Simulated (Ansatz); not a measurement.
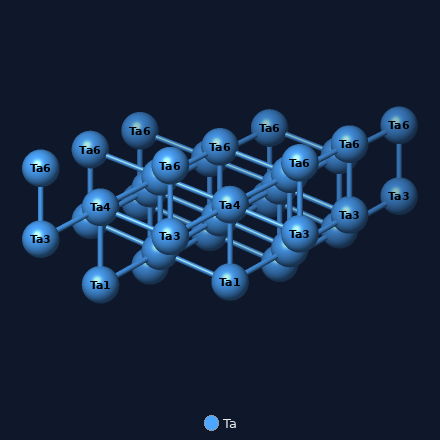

The system is F on a Ta(111) slab cut from the Im-3m phase, its upper half relaxed before the scan (6 atoms of substrate and one adsorbate in a 1 × 1 cell); the picture shows it without the atoms that are moved over the map. F is moved along a line over the surface and along the normal, above a rigid substrate. Coordinates scanned: (1) position of F7 along the long diagonal of the hexagonal surface cell, from above Ta6; (2) height of F7 above the plane of Ta6. The grid has 9 × 8 points. At 18 points there is no value (left out of the scan, as a rule where atoms come close). Points are written as (first, second). Energies: eV, counted from the lowest grid point. These are results of DFT LDA, scalar-relativistic, plane waves, PAW (Ansatz 0.2.0), not measurements. Settings: cutoff 420 eV, k-mesh 6×6×1, gaussian smearing 0.1 eV, spin-polarised.

Range: position of F7 along the long diagonal of the hexagonal surface cell from 0.00 to 7.08 Å; height of F7 above the plane of Ta6 from 0.17 to 4.03 Å.

Question: Predict the map.

Answer: The lowest grid point is at (0.00 Å, 1.87 Å) [nearest 1 Ta at 1.87 Å]. The highest grid point, (5.31 Å, 4.03 Å), lies 5.38 eV above the lowest.

| second ↓, first → | 0.00 | 0.89 | 1.77 | 2.66 | 3.54 | 4.43 | 5.31 | 6.20 | 7.08 |
| --- | --- | --- | --- | --- | --- | --- | --- | --- | --- |
| 4.03 | 5.30 | 5.32 | 5.36 | 5.37 | 5.37 | 5.37 | 5.38 | – | 5.32 |
| 3.33 | 4.64 | 4.74 | 4.89 | 4.94 | 4.93 | 4.96 | 5.00 | 4.93 | 4.74 |
| 2.83 | 3.56 | 3.83 | 4.22 | 4.34 | 4.33 | 4.42 | 4.53 | – | 3.85 |
| 2.43 | 2.01 | 2.53 | 3.30 | 3.51 | 3.52 | 3.73 | 3.93 | 3.55 | 2.57 |
| 1.87 | 0.00 | 0.45 | 1.62 | 1.97 | 2.01 | 2.44 | 2.84 | 2.13 | 0.51 |
| 1.30 | – | – | 0.22 | 0.62 | 0.68 | 1.34 | 1.95 | 1.02 | – |
| 0.74 | – | – | – | – | 1.36 | 0.76 | 1.58 | – | – |
| 0.17 | – | – | – | – | – | 1.30 | 2.50 | – | – |

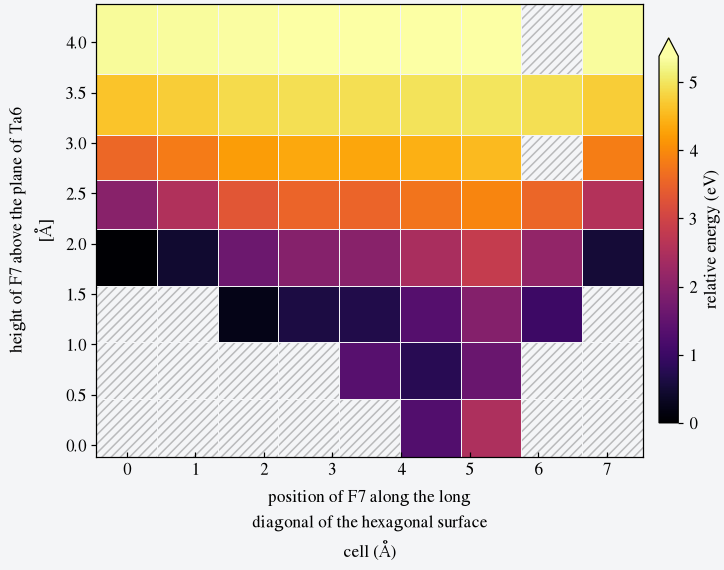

In the figure: one coloured cell a grid point, one colour for all values above the top of the scale, hatched blanks where no value was computed.

The whole map (54 points run) took 89 min on 2 threads of Arm Neoverse N1, on a shared host.

PAW datasets: the set soft_1.
